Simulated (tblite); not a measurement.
**Run report: GePH4ClO5, geometry relaxation (part 1 of 2)**

System: GePH4ClO5.
Method: GFN2-xTB geometry optimisation, gas phase (tblite 0.8.0).

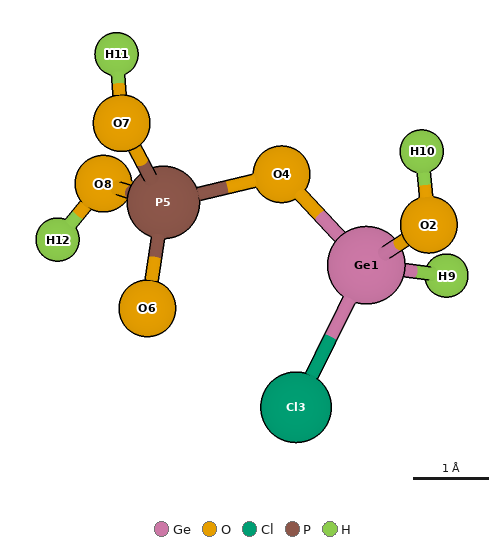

**Figure 1.** The starting structure (ball-and-stick view, seen at a tilt; atoms are numbered from 1 in the order of the input). Sticks mark near contacts. Bond lengths as drawn: Cl–Ge 2.17 Å, Ge–H 1.56 Å, Ge–O 1.79 Å, H–O 0.99 to 1.00 Å and O–P 1.52 to 1.70 Å.

## The input
```
{"job": {"kind": "relax", "xc": "GFN2-xTB", "basis": "xTB"}, "charge": 0, "multiplicity": 1}
Ge     1.537659    -0.722986    -0.277826
O      2.901408     0.220788     0.406298
Cl     0.976361    -2.292031     1.107590
O      0.156909     0.313701    -0.740514
P     -1.128095     0.208715     0.305904
O     -1.015266    -0.936111     1.303623
O     -1.188359     1.674425     1.166212
O     -2.497703     0.020331    -0.641469
H      2.035822    -1.342851    -1.616169
H      2.766537     1.167361     0.136071
H     -1.461777     2.430079     0.583539
H     -3.104092    -0.705667    -0.308248
```

The first line tells a small driver script what to run in tblite; the rest is the geometry in Å.

Launch command:
```bash
OMP_NUM_THREADS=1 python <driver script> task.json out
```

## What the program printed
```
step      E/eV     max force
  0    -859.23215    4.646
  1    -859.77379    3.561
  2    -860.11011    1.127
  3    -860.23446    0.924
  4    -860.29560    0.829
  5    -860.44120    0.880
  6    -860.47647    0.694
  7    -860.52230    0.435
  8    -860.55169    0.498
  9    -860.58017    0.493
 10    -860.59687    0.353
 11    -860.60898    0.253
 12    -860.61945    0.330
 13    -860.63044    0.389
 14    -860.64241    0.377
 15    -860.65151    0.296
 16    -860.65601    0.188
 17    -860.65810    0.130
 18    -860.65996    0.116
 19    -860.66219    0.130
 20    -860.66446    0.159
 21    -860.66601    0.121
 22    -860.66675    0.060
 23    -860.66718    0.063
 24    -860.66772    0.078
 25    -860.66848    0.101
 26    -860.66935    0.116
 27    -860.67011    0.104
 28    -860.67081    0.067
 29    -860.67156    0.119
 30    -860.67250    0.130
 31    -860.67319    0.077
 32    -860.67358    0.062
 33    -860.67377    0.052
 34    -860.67398    0.062
 35    -860.67422    0.047
 36    -860.67439    0.043
 37    -860.67456    0.050
 38    -860.67481    0.051
 39    -860.67517    0.063
 40    -860.67551    0.052
 41    -860.67569    0.025
 42    -860.67575    0.018
 43    -860.67579    0.016
 44    -860.67585    0.018
 45    -860.67591    0.016
 46    -860.67595    0.015
 47    -860.67597    0.013
 48    -860.67599    0.014
 49    -860.67603    0.016
 50    -860.67608    0.019
 51    -860.67616    0.033
 52    -860.67626    0.043
 53    -860.67637    0.044
 54    -860.67646    0.028
 55    -860.67652    0.020
 56    -860.67657    0.026
 57    -860.67664    0.037
 58    -860.67677    0.054
 59    -860.67700    0.070
 60    -860.67729    0.067
 61    -860.67755    0.043
 62    -860.67766    0.020
 63    -860.67770    0.021
 64    -860.67777    0.021
 65    -860.67787    0.035
 66    -860.67798    0.024
 67    -860.67806    0.037
 68    -860.67812    0.024
 69    -860.67820    0.036
 70    -860.67836    0.054
 71    -860.67857    0.050
 72    -860.67875    0.030
 73    -860.67882    0.023
 74    -860.67888    0.024
 75    -860.67895    0.025
 76    -860.67910    0.038
 77    -860.67933    0.040
 78    -860.67963    0.064
 79    -860.67994    0.047
 80    -860.68025    0.070
 81    -860.68047    0.059
 82    -860.68068    0.028
 83    -860.68079    0.031
 84    -860.68089    0.027
 85    -860.68100    0.029
 86    -860.68121    0.030
 87    -860.68148    0.046
 88    -860.68176    0.055
 89    -860.68201    0.054
 90    -860.68218    0.047
 91    -860.68237    0.066
 92    -860.68251    0.031
 93    -860.68263    0.035
 94    -860.68277    0.042
 95    -860.68301    0.065
 96    -860.68337    0.077
 97    -860.68390    0.054
 98    -860.68313    0.360
 99    -860.68472    0.112
100    -860.68534    0.101
101    -860.68630    0.182
102    -860.68746    0.192
103    -860.68994    0.416
104    -860.69272    0.151
105    -860.69143    0.485
106    -860.69546    0.145
107    -860.69656    0.187
108    -860.69872    0.441
109    -860.70128    0.178
110    -860.70426    0.121
111    -860.70778    0.351
112    -860.70964    0.280
113    -860.71447    0.220
114    -860.71823    0.226
115    -860.72355    0.637
116    -860.69995    1.196
117    -860.73270    0.247
118    -860.73534    0.248
119    -860.74063    0.349
120    -860.74495    0.227
121    -860.74326    0.910
122    -860.75478    0.163
123    -860.75945    0.146
124    -860.76249    0.756
125    -860.76818    0.100
126    -860.76971    0.093
127    -860.77192    0.325
128    -860.77368    0.231
129    -860.77971    0.174
130    -860.78180    0.161
131    -860.78525    0.127
132    -860.78717    0.098
133    -860.78872    0.112
134    -860.78980    0.126
135    -860.79099    0.109
136    -860.79297    0.134
137    -860.79520    0.194
138    -860.79808    0.124
139    -860.80019    0.123
140    -860.80251    0.145
141    -860.80422    0.092
142    -860.80554    0.083
143    -860.80652    0.075
144    -860.80822    0.122
145    -860.80962    0.184
146    -860.81215    0.221
147    -860.81529    0.235
148    -860.81905    0.200
149    -860.82115    0.130
150    -860.82250    0.173
151    -860.82468    0.087
152    -860.82575    0.084
153    -860.82712    0.124
154    -860.82808    0.132
155    -860.82993    0.112
156    -860.83323    0.215
157    -860.83415    0.217
158    -860.83632    0.204
159    -860.83923    0.401
160    -860.84267    0.180
161    -860.84563    0.296
162    -860.84789    0.199
163    -860.85154    0.325
164    -860.85437    0.123
165    -860.85774    0.132
166    -860.86027    0.186
167    -860.86116    0.100
168    -860.86068    0.197
169    -860.86212    0.052
170    -860.86235    0.044
171    -860.86256    0.052
172    -860.86281    0.046
173    -860.86296    0.036
174    -860.86313    0.039
175    -860.86335    0.035
176    -860.86360    0.033
177    -860.86376    0.022
178    -860.86383    0.025
179    -860.86390    0.025
180    -860.86400    0.025
181    -860.86412    0.025
182    -860.86422    0.027
183    -860.86430    0.021
184    -860.86436    0.022
185    -860.86446    0.019
186    -860.86455    0.018
187    -860.86464    0.022
188    -860.86469    0.018
189    -860.86473    0.018
190    -860.86477    0.019
191    -860.86482    0.023
192    -860.86486    0.020
193    -860.86489    0.012
194    -860.86491    0.009
195    -860.86493    0.013
196    -860.86495    0.014
197    -860.86497    0.017
198    -860.86501    0.018
199    -860.86505    0.015
200    -860.86511    0.020
201    -860.86511    0.020
202    -860.86553    0.011
203    -860.86566    0.022
204    -860.86573    0.006
```

## Trajectory as extended XYZ (Å, eV, eV/Å), 27 frames, from step=0 to step=204
```
12
Properties=species:S:1:pos:R:3:forces:R:3 step=0 energy=-859.23215
Ge    1.5377   -0.7230   -0.2778    1.0380  -1.7650   0.6800
O     2.9014    0.2208    0.4063   -1.2640   1.1690  -0.8220
Cl    0.9764   -2.2920    1.1076    1.6070   0.2070  -0.9220
O     0.1569    0.3137   -0.7405   -1.9020   0.2890   1.3550
P    -1.1281    0.2087    0.3059   -0.4210  -1.8680   2.5800
O    -1.0153   -0.9361    1.3036   -1.3800   3.6620  -2.5030
O    -1.1884    1.6744    1.1662   -0.4250  -1.0040  -2.8540
O    -2.4977    0.0203   -0.6415    0.8090  -0.1300   1.2340
H     2.0358   -1.3429   -1.6162   -0.2980   0.3780   0.2850
H     2.7665    1.1674    0.1361    0.4290  -1.1460   0.5120
H    -1.4618    2.4301    0.5835    0.4050  -1.0250   0.7850
H    -3.1041   -0.7057   -0.3082    1.4020   1.2340  -0.3300
12
Properties=species:S:1:pos:R:3:forces:R:3 step=8 energy=-860.55169
Ge    1.5352   -0.8090   -0.2856    0.2100  -0.3070   0.1740
O     2.7303    0.2293    0.3759    0.1810   0.1510   0.1680
Cl    1.2798   -2.3501    1.0456    0.0870   0.0580  -0.0350
O     0.0973    0.1928   -0.5650   -0.3600   0.0600   0.0980
P    -1.1833    0.1826    0.3836    0.0970   0.1910  -0.1540
O    -1.2122   -0.8717    1.3777   -0.1130  -0.2150   0.1030
O    -1.2468    1.6155    1.0291    0.1730   0.3220   0.3380
O    -2.4133    0.1597   -0.6340    0.1110  -0.1480   0.1060
H     1.9612   -1.2651   -1.6421   -0.1170   0.0760  -0.2580
H     2.7911    1.1594    0.1574   -0.0860  -0.0610  -0.0340
H    -1.4473    2.3824    0.4986    0.0180  -0.0910  -0.2780
H    -2.9124   -0.5901   -0.3164   -0.2010  -0.0350  -0.2300
12
Properties=species:S:1:pos:R:3:forces:R:3 step=16 energy=-860.65601
Ge    1.5873   -0.8390   -0.2769   -0.1610   0.0230   0.0950
O     2.7321    0.2396    0.4333    0.0830   0.0140  -0.0750
Cl    1.4277   -2.3917    1.0452   -0.0330   0.0020  -0.0340
O     0.0933    0.1330   -0.4577   -0.0880  -0.1400   0.0170
P    -1.2005    0.1813    0.4635    0.0170   0.0200  -0.0310
O    -1.3180   -0.8727    1.4569    0.0580  -0.0110   0.0130
O    -1.1961    1.6577    1.0339   -0.0210   0.0330   0.0230
O    -2.3984    0.2119   -0.5993    0.0530  -0.0260   0.0380
H     1.8517   -1.1653   -1.7244    0.0170   0.0570   0.0230
H     2.7482    1.1485    0.1349    0.0070   0.0270   0.0160
H    -1.4148    2.2959    0.3557    0.0540  -0.0020  -0.0150
H    -2.9332   -0.5634   -0.4401    0.0120   0.0010  -0.0690
12
Properties=species:S:1:pos:R:3:forces:R:3 step=24 energy=-860.66772
Ge    1.5768   -0.8335   -0.2614   -0.0640  -0.0190   0.0330
O     2.7517    0.2406    0.4076    0.0100   0.0260   0.0170
Cl    1.4269   -2.4047    1.0406   -0.0120   0.0290  -0.0240
O     0.0697    0.0965   -0.4504    0.0110  -0.0250   0.0160
P    -1.2100    0.1748    0.4849    0.0190   0.0060  -0.0340
O    -1.3142   -0.8692    1.4899   -0.0300   0.0250   0.0010
O    -1.1897    1.6597    1.0310   -0.0050   0.0160   0.0240
O    -2.4002    0.2195   -0.5833   -0.0230   0.0040   0.0360
H     1.8364   -1.1226   -1.7105    0.0310  -0.0270  -0.0670
H     2.7442    1.1587    0.1382    0.0010   0.0150   0.0080
H    -1.3804    2.2835    0.3308    0.0410  -0.0020   0.0060
H    -2.9317   -0.5675   -0.4923    0.0210  -0.0470  -0.0150
12
Properties=species:S:1:pos:R:3:forces:R:3 step=32 energy=-860.67358
Ge    1.5694   -0.8289   -0.2722   -0.0250   0.0120   0.0080
O     2.7413    0.2501    0.3998   -0.0110   0.0040   0.0230
Cl    1.4136   -2.3984    1.0261    0.0060  -0.0200   0.0120
O     0.0457    0.0691   -0.4429   -0.0100   0.0260  -0.0470
P    -1.2287    0.1770    0.5029    0.0270  -0.0140   0.0010
O    -1.3385   -0.8547    1.5191   -0.0090   0.0000   0.0040
O    -1.1805    1.6647    1.0349   -0.0020  -0.0090  -0.0160
O    -2.4315    0.2259   -0.5515    0.0500   0.0190   0.0310
H     1.8490   -1.1181   -1.7225   -0.0200   0.0070  -0.0030
H     2.7394    1.1733    0.1488   -0.0180  -0.0050  -0.0080
H    -1.3121    2.2876    0.3208    0.0120   0.0080   0.0010
H    -2.8877   -0.6118   -0.5386    0.0000  -0.0270  -0.0060
12
Properties=species:S:1:pos:R:3:forces:R:3 step=40 energy=-860.67551
Ge    1.5550   -0.8265   -0.2697    0.0230   0.0170  -0.0310
O     2.7167    0.2554    0.4168   -0.0190   0.0060  -0.0010
Cl    1.4060   -2.3991    1.0223   -0.0100  -0.0410   0.0300
O     0.0346    0.0716   -0.4627   -0.0090  -0.0130   0.0170
P    -1.2251    0.1785    0.5043   -0.0030   0.0080   0.0010
O    -1.3234   -0.8499    1.5252    0.0210  -0.0030  -0.0180
O    -1.1683    1.6652    1.0353   -0.0150   0.0000  -0.0220
O    -2.4382    0.2218   -0.5365    0.0130   0.0140   0.0220
H     1.8371   -1.1127   -1.7203    0.0040   0.0040  -0.0030
H     2.7196    1.1730    0.1459   -0.0040   0.0050   0.0020
H    -1.2751    2.2929    0.3211    0.0010  -0.0010   0.0000
H    -2.8594   -0.6345   -0.5568   -0.0020   0.0050   0.0010
12
Properties=species:S:1:pos:R:3:forces:R:3 step=48 energy=-860.67599
Ge    1.5546   -0.8294   -0.2693    0.0000   0.0080  -0.0070
O     2.7066    0.2592    0.4228   -0.0040  -0.0020   0.0000
Cl    1.4016   -2.4046    1.0228    0.0010  -0.0070   0.0000
O     0.0335    0.0684   -0.4664   -0.0060  -0.0030  -0.0050
P    -1.2222    0.1789    0.5046    0.0000   0.0020   0.0010
O    -1.3113   -0.8512    1.5246   -0.0010   0.0080   0.0020
O    -1.1669    1.6666    1.0324    0.0070  -0.0010   0.0000
O    -2.4414    0.2236   -0.5281    0.0080   0.0110   0.0020
H     1.8371   -1.1103   -1.7212    0.0110  -0.0010   0.0030
H     2.7107    1.1749    0.1455   -0.0060   0.0000   0.0030
H    -1.2678    2.2954    0.3183   -0.0050  -0.0120  -0.0020
H    -2.8550   -0.6358   -0.5610   -0.0040  -0.0040   0.0040
12
Properties=species:S:1:pos:R:3:forces:R:3 step=56 energy=-860.67657
Ge    1.5522   -0.8326   -0.2720    0.0090   0.0050  -0.0020
O     2.6874    0.2649    0.4331   -0.0020   0.0000   0.0010
Cl    1.3990   -2.4160    1.0102    0.0020  -0.0060   0.0020
O     0.0246    0.0529   -0.4799   -0.0010  -0.0150  -0.0060
P    -1.2167    0.1790    0.5087    0.0030   0.0010  -0.0030
O    -1.2979   -0.8449    1.5355   -0.0040   0.0040  -0.0050
O    -1.1451    1.6695    1.0255    0.0130  -0.0070  -0.0040
O    -2.4480    0.2338   -0.5086    0.0080   0.0110  -0.0020
H     1.8601   -1.1071   -1.7200   -0.0110   0.0020  -0.0010
H     2.6814    1.1798    0.1532    0.0010   0.0060   0.0110
H    -1.2658    2.2851    0.3034   -0.0040   0.0190   0.0010
H    -2.8518   -0.6287   -0.5641   -0.0140  -0.0200   0.0070
12
Properties=species:S:1:pos:R:3:forces:R:3 step=64 energy=-860.67777
Ge    1.5560   -0.8413   -0.2770    0.0040  -0.0010   0.0000
O     2.6493    0.2776    0.4598    0.0050  -0.0080   0.0000
Cl    1.4062   -2.4431    0.9845    0.0090   0.0110   0.0010
O     0.0102    0.0016   -0.5171   -0.0040   0.0020  -0.0040
P    -1.1998    0.1777    0.5015   -0.0050   0.0010  -0.0090
O    -1.2764   -0.8294    1.5453    0.0050   0.0080  -0.0010
O    -1.0800    1.6743    0.9941   -0.0030  -0.0150   0.0100
O    -2.4553    0.2500   -0.4839   -0.0130  -0.0170   0.0020
H     1.8925   -1.1012   -1.7209   -0.0010   0.0060  -0.0030
H     2.6258    1.1957    0.1905   -0.0050  -0.0090   0.0130
H    -1.2857    2.2853    0.2875    0.0120   0.0100  -0.0140
H    -2.8633   -0.6114   -0.5391   -0.0040   0.0100   0.0060
12
Properties=species:S:1:pos:R:3:forces:R:3 step=72 energy=-860.67875
Ge    1.5525   -0.8461   -0.2872    0.0010  -0.0020   0.0030
O     2.6237    0.2743    0.4745    0.0160   0.0180   0.0100
Cl    1.4244   -2.4504    0.9737   -0.0100  -0.0050  -0.0170
O    -0.0053   -0.0273   -0.5457   -0.0080   0.0080   0.0060
P    -1.1934    0.1761    0.4940   -0.0040   0.0060   0.0000
O    -1.2558   -0.8162    1.5524    0.0010  -0.0110   0.0090
O    -1.0473    1.6765    0.9693   -0.0060   0.0090  -0.0240
O    -2.4700    0.2518   -0.4631    0.0070   0.0110  -0.0130
H     1.9107   -1.0838   -1.7294   -0.0060  -0.0070  -0.0010
H     2.5820    1.2008    0.2403   -0.0050   0.0050   0.0030
H    -1.2606    2.2879    0.2643    0.0140  -0.0260   0.0060
H    -2.8815   -0.6077   -0.5181    0.0010  -0.0050   0.0160
12
Properties=species:S:1:pos:R:3:forces:R:3 step=80 energy=-860.68025
Ge    1.5519   -0.8433   -0.3011   -0.0020  -0.0680   0.0140
O     2.5716    0.2892    0.5109    0.0100  -0.0220   0.0100
Cl    1.4363   -2.4899    0.9130   -0.0030   0.0400  -0.0320
O    -0.0290   -0.0805   -0.5943    0.0210  -0.0190  -0.0280
P    -1.1745    0.1708    0.4801    0.0160   0.0060   0.0120
O    -1.2122   -0.7923    1.5659   -0.0210  -0.0150   0.0230
O    -0.9717    1.6791    0.9061   -0.0150   0.0650   0.0170
O    -2.4852    0.2560   -0.4262   -0.0040  -0.0210  -0.0220
H     1.9490   -1.0590   -1.7363    0.0080   0.0190   0.0010
H     2.4684    1.2267    0.3547   -0.0190   0.0180  -0.0120
H    -1.1990    2.2695    0.1879    0.0050  -0.0020   0.0080
H    -2.9260   -0.5907   -0.4357    0.0050   0.0000   0.0100
```
